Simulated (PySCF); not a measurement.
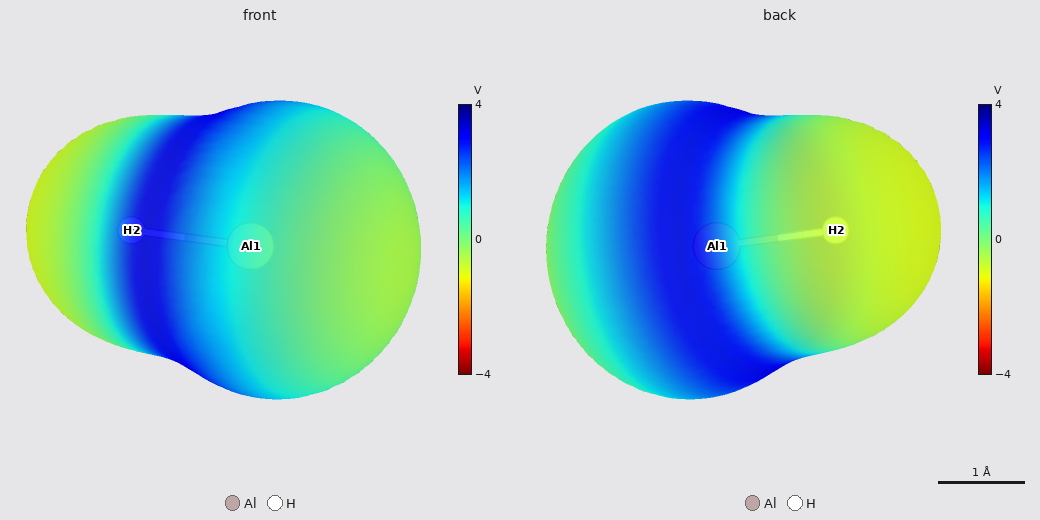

Figure. AlH. The molecular electrostatic potential painted on the density surface at 0.004 e/bohr³, seen from the front and from behind; red is negative and blue positive.

The calculation used PySCF 2.14.0, PBE0/def2-TZVP, non-relativistic Hamiltonian with scalar-relativistic core potentials where named, at a bond length of 1.666 Å.

**Describe the electrostatic potential map.**

The most negative region (about −0.9 V) lies over H2, the most positive (about +3.2 V) over Al1.
